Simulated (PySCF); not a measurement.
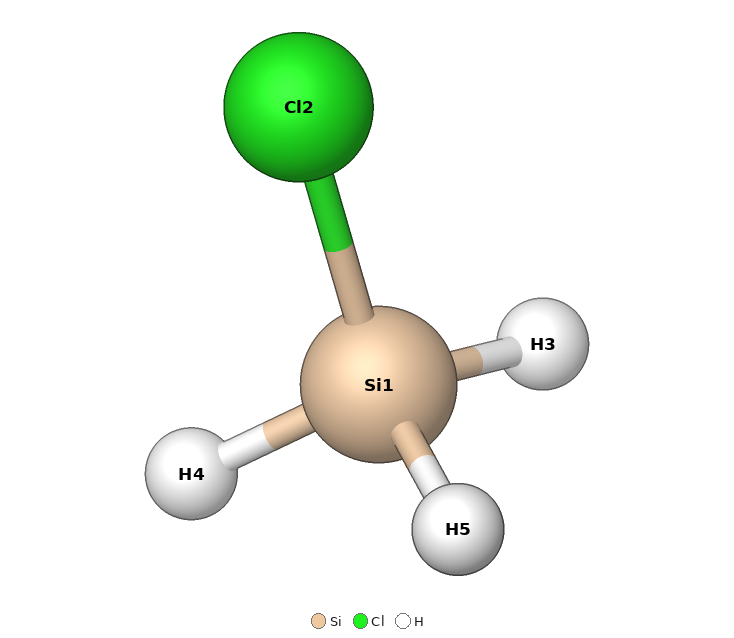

The geometry was computed by an optimisation with PBE0-D3(BJ)/def2-SVP. No frequency run is at hand to confirm it as a minimum. Method: B3LYP/6-31G* indirect spin-spin coupling, non-relativistic, gas phase (PySCF 2.14.0). Isotopes: 1H, 29Si.

Give the spin–spin coupling constants of these pairs, with the number of bonds between them: Si1/H4, Si1/H3, Si1/H5, H3/H4, H3/H5, H4/H5.

```
   pair  bonds apart  J (Hz)
Si1, H4            1  −210.5
Si1, H3            1  −210.5
Si1, H5            1  −210.5
 H3, H4            2    10.9
 H3, H5            2    10.9
 H4, H5            2    10.9
```
